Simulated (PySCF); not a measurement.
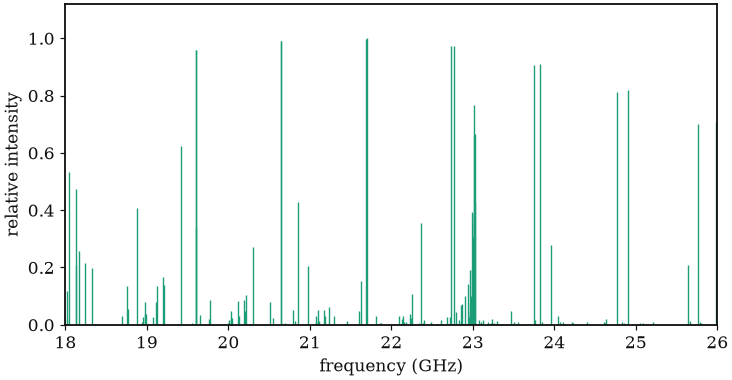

Simulated rotational absorption lines between 18 and 26 GHz at 1.5 K: rigid rotor with the equilibrium constants and dipole of one optimised conformer (PBE0-D3(BJ)/def2-SVP, PySCF 2.14.0), commonest isotopes; no centrifugal distortion, hyperfine structure, internal rotation or nuclear-spin weights; lines within 1 MHz of each other are summed.

Which molecule gives this spectrum?
A. C₆H₉FO₂, SMILES CO[C@H]1C[C@H](C(=O)F)C1
B. C₄H₁₂O₂P₂, SMILES C[P@](=O)(P)CCCO
C. C₄H₇N₃O₂Si, SMILES COC(=O)c1ncn([SiH3])n1

Answer. Option C. Rotational constants A, B, C = 3.814, 0.5587, 0.4919 GHz, |μa|, |μb|, |μc| = 2.92, 1.62, 0.08 D.

Caveats: coarse grid, loose stop and no frequency check, small forces are noise and the end may be a saddle.
